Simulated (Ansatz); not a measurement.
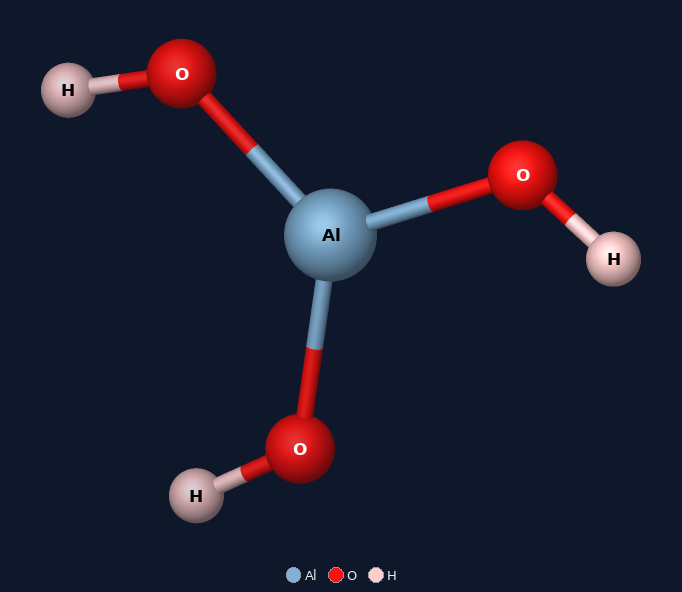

A ball-and-stick model of a molecule. Every bond is drawn as one stick, whatever its order.

The computed structure is the end point of a PBE0-D4/def2-TZVP optimisation.

What does the picture show?

The molecule is AlH₃O₃. This geometry has Cs symmetry. All atoms lie on one plane. Coordination: 1 Al trigonal planar; 3 O bent.

The parts below concern this one geometry. Atoms keep their numbers from picture to picture.

## Shape

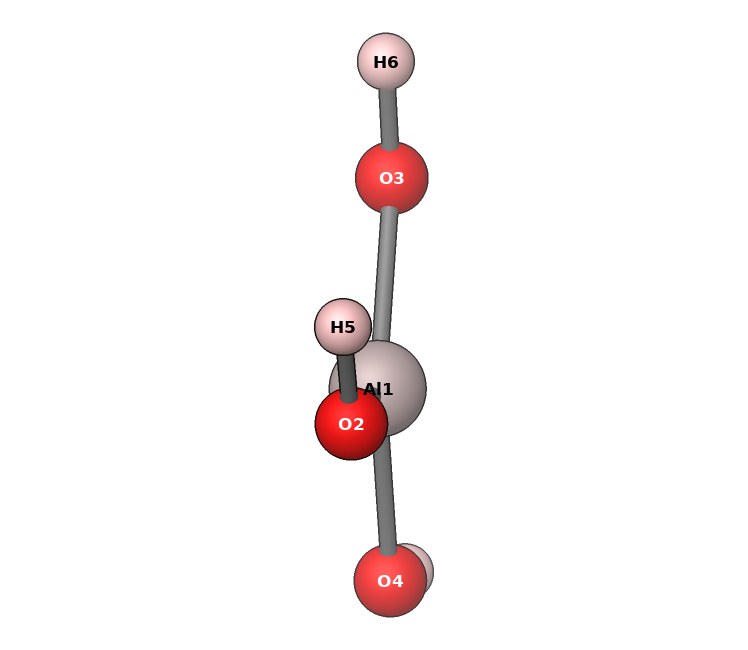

Al1 lies behind O2. The molecule seen nearly along the O2–Al1 bond, O2 in front. Distant atoms are faded towards the background colour.

What is the torsion angle H5–O2–Al1–O3? The sign is positive where the front bond must turn clockwise to cover the back bond.

0°, synperiplanar (eclipsed).

## Electronic properties

Method: RKS PBE0-D4/def2-TZVP (Ansatz 0.2.0).

Give the harmonic zero-point energy at this level.

108.0 kJ/mol.

Give the dispersion correction at this level.

−8.2 kJ/mol.

Estimate the dipole moment.

2.66 D.

## Vibrations

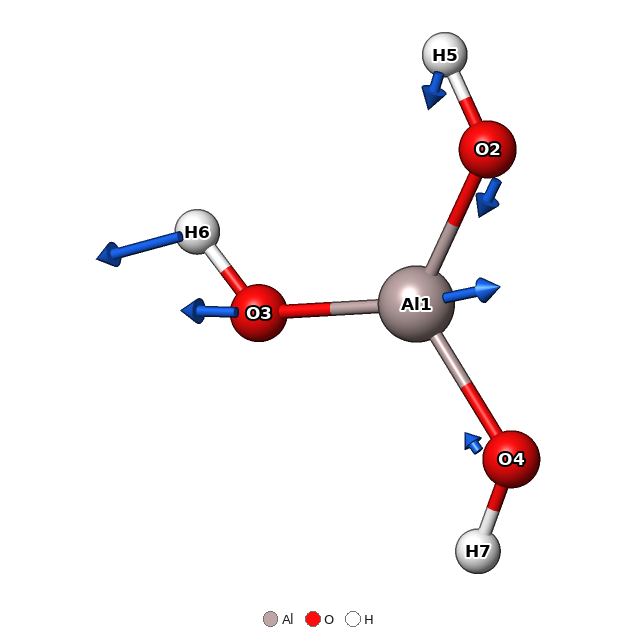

The arrows show one normal mode. Harmonic vibrations computed with RKS PBE0-D4/def2-TZVP (Ansatz 0.2.0) at a stationary point of the same level.

Describe the motion.

Mostly out-of-phase stretching of 2 Al–O bonds.

Estimate its harmonic wavenumber.

925 cm⁻¹; it is mode 11 of 15 counted from the lowest.

## Charges

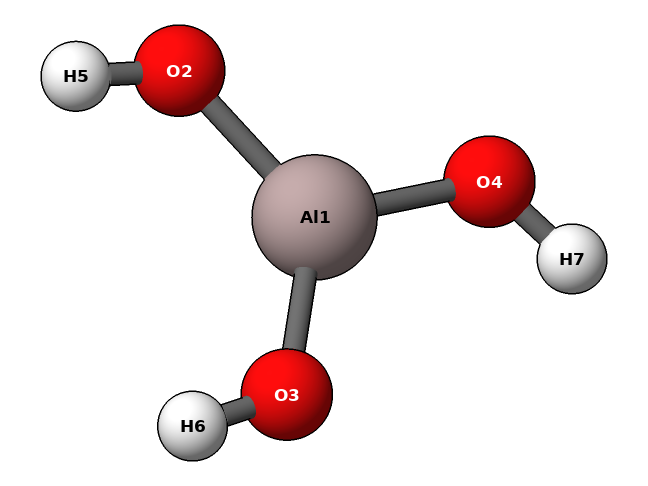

The questions are on Mulliken charges. Level of theory: RKS PBE0-D4/def2-TZVP (Ansatz 0.2.0).

Give the Mulliken charges atom by atom.

```
atom  value (e)
 Al1       0.70
  O2      −0.55
  O3      −0.55
  O4      −0.55
  H5       0.31
  H6       0.32
  H7       0.32
```

Mulliken values depend strongly on the basis set and can even reverse the polarity of a bond.
